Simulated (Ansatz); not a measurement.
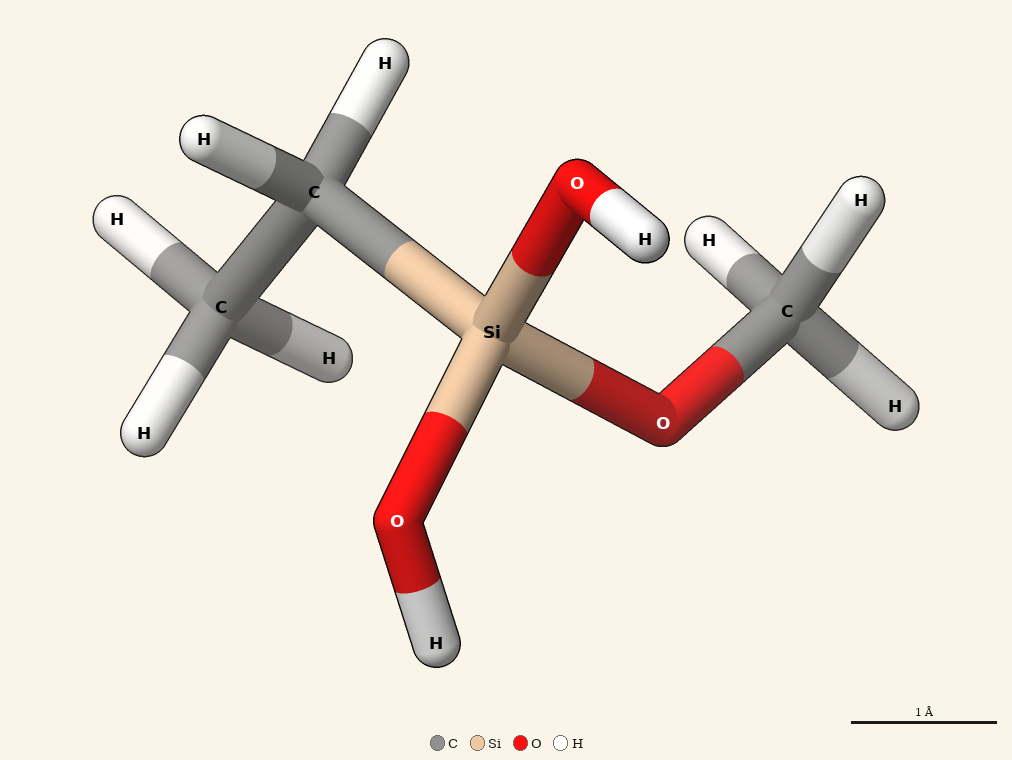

The structure as it stands in the input.

Input file:

```yaml
crystal:
  periodic: [false, false, false]
  atoms:
    - {symbol: C, position_ang: [1.616278, -1.387615, 0.141595]}
    - {symbol: C, position_ang: [1.168131, -0.227433, -0.744250]}
    - {symbol: Si, position_ang: [-0.663086, 0.054824, -0.730790]}
    - {symbol: O, position_ang: [-1.512601, -1.235006, -1.281568]}
    - {symbol: O, position_ang: [-0.927398, 1.348462, -1.700331]}
    - {symbol: O, position_ang: [-1.237847, 0.288012, 0.791716]}
    - {symbol: C, position_ang: [-0.814482, 1.326898, 1.642375]}
    - {symbol: H, position_ang: [2.700003, -1.523233, 0.109754]}
    - {symbol: H, position_ang: [1.157815, -2.326996, -0.177047]}
    - {symbol: H, position_ang: [1.334681, -1.227971, 1.185723]}
    - {symbol: H, position_ang: [1.662738, 0.703085, -0.443091]}
    - {symbol: H, position_ang: [1.471058, -0.396701, -1.782933]}
    - {symbol: H, position_ang: [-2.024973, -1.704762, -0.621949]}
    - {symbol: H, position_ang: [-1.827155, 1.492102, -1.997892]}
    - {symbol: H, position_ang: [-1.432917, 1.309840, 2.541674]}
    - {symbol: H, position_ang: [-0.921210, 2.306908, 1.165037]}
    - {symbol: H, position_ang: [0.232063, 1.198986, 1.942278]}
basis:
  gaussian: {orbitals: def2-TZVPP}
hamiltonian: {xc: {name: wB97M-V}}
output: {forces: true, orbitals: {seedname: orbitals}}
```

Output:

```
Functional definition: wB97M-V
  name "wB97M-V"
  cite "Mardirossian & Head-Gordon, J. Chem. Phys. 144, 214110 (2016) doi:10.1063/1.4952647"
  cite "Becke, J. Chem. Phys. 107, 8554 (1997) doi:10.1063/1.475007"
  cite "Vydrov & Van Voorhis, J. Chem. Phys. 133, 244103 (2010) doi:10.1063/1.3521275"
  # Of w^i u^j: cxij and so on, Table III.
  parameter omega = 0.3/bohr
  parameter cx = 0.15
  parameter cx01 = 1.007
  parameter cx10 = 0.259
  parameter css00 = 0.443
  parameter css04 = -1.437
  parameter css10 = -4.535
  parameter css20 = -3.390
  parameter css43 = 4.278
  parameter cos00 = 1.000
  parameter cos10 = 1.358
  parameter cos20 = 2.924
  parameter cos21 = -8.812
  parameter cos60 = -1.390
  parameter cos61 = 9.142
  parameter b = 6.0
  parameter c = 0.01
  gx(w, u) = 1 - cx + cx01*u + cx10*w
  gss(w, u) = css00 + css04*u^4 + css10*w + css20*w^2 + css43*w^4*u^3
  gos(w, u) = cos00 + cos10*w + (cos20 + cos21*u)*w^2 + (cos60 + cos61*u)*w^6
  exchange = spin_sum(e_x_unif_sr(omega)*gx(b97_w, b97_u_x)) + cx*exact_x_sr(omega) + exact_x_lr(omega)
  correlation = spin_sum(e_c_pw_mod_same_spin*gss(b97_w, b97_u_same))
      + integral(e_c_pw_mod_opposite_spin*gos(b97_w_opposite, b97_u_opposite)) + vv10(b, c)
1874 factors; their error is unknown
460 factors; integrals over basis functions are off by at most 8.4e-6 eV
mean field evaluation 1: about -17286.3751 eV, gradient 8.0e1 eV
mean field evaluation 2: about -17288.2037 eV, gradient 7.7e1 eV
mean field evaluation 4: about -17297.5392 eV, gradient 2.4e0 eV
mean field evaluation 8: about -17297.5657 eV, gradient 1.2e-1 eV
mean field evaluation 16: about -17297.5560 eV, gradient 6.1e-4 eV
mean field -17297.55604100 eV, -635.6734598023 hartree, gradient 5.4e-5 eV, S^2 0.000000; 0 other end points of the search recorded, 0 dependent functions left out
the calculation of the forces begins
reference -17297.55609872 eV, -635.6734619234 hartree; 33, 33 occupied and 335, 335 virtual orbitals, 1874 factors
Total energy: -17297.55609872 eV, -635.6734619234 hartree
Atom 0 at     1.616278    -1.387615     0.141595 Å, force     0.072648    -0.161843     0.118767 eV/Å
Atom 1 at     1.168131    -0.227433    -0.744250 Å, force    -0.043478     0.177866    -0.133258 eV/Å
Atom 2 at    -0.663086     0.054824    -0.730790 Å, force     0.154425    -0.027955     0.046051 eV/Å
Atom 3 at    -1.512601    -1.235006    -1.281568 Å, force    -0.062208    -0.103997    -0.004523 eV/Å
Atom 4 at    -0.927398     1.348462    -1.700331 Å, force    -0.058562     0.087254    -0.066345 eV/Å
Atom 5 at    -1.237847     0.288012     0.791716 Å, force    -0.089517    -0.172929    -0.078453 eV/Å
Atom 6 at    -0.814482     1.326898     1.642375 Å, force     0.093930     0.239044     0.199511 eV/Å
Atom 7 at     2.700003    -1.523233     0.109754 Å, force    -0.087935     0.005179     0.007608 eV/Å
Atom 8 at     1.157815    -2.326996    -0.177047 Å, force     0.027854     0.065525     0.020571 eV/Å
Atom 9 at     1.334681    -1.227971     1.185723 Å, force     0.012476    -0.005670    -0.066010 eV/Å
Atom 10 at     1.662738     0.703085    -0.443091 Å, force    -0.028378    -0.058913    -0.014529 eV/Å
Atom 11 at     1.471058    -0.396701    -1.782933 Å, force    -0.021402     0.009821     0.073504 eV/Å
Atom 12 at    -2.024973    -1.704762    -0.621949 Å, force     0.008905     0.005407    -0.030255 eV/Å
Atom 13 at    -1.827155     1.492102    -1.997892 Å, force     0.033014     0.011918     0.002071 eV/Å
Atom 14 at    -1.432917     1.309840     2.541674 Å, force     0.061407     0.008353    -0.077381 eV/Å
Atom 15 at    -0.921210     2.306908     1.165037 Å, force     0.007424    -0.082725     0.032813 eV/Å
Atom 16 at     0.232063     1.198986     1.942278 Å, force    -0.080601     0.003664    -0.030143 eV/Å
Dipole moment:    -0.098035     0.075022     0.275174 e Å
```
